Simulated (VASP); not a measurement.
Band structure of BaS (rock salt). These are AM05 GGA, VASP's PBE PAW potentials (set 64) (plane waves; VASP) values and carry that method's errors.

Unless said otherwise, spin-orbit coupling is left out, though it shifts the bands of the heavy elements here.

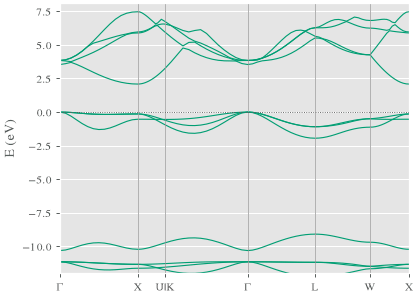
*Bands along high-symmetry lines, zero at the valence-band maximum or, without a gap, the Fermi level*

Question: Read the plot: is there a gap, and where are the band edges?

Answer: The gap is indirect, 2.09 eV, from the valence maximum at Γ to the conduction minimum at X. (Edges off the drawn lines would not show.)

The compound is BaS in the rock salt structure. It was relaxed first.
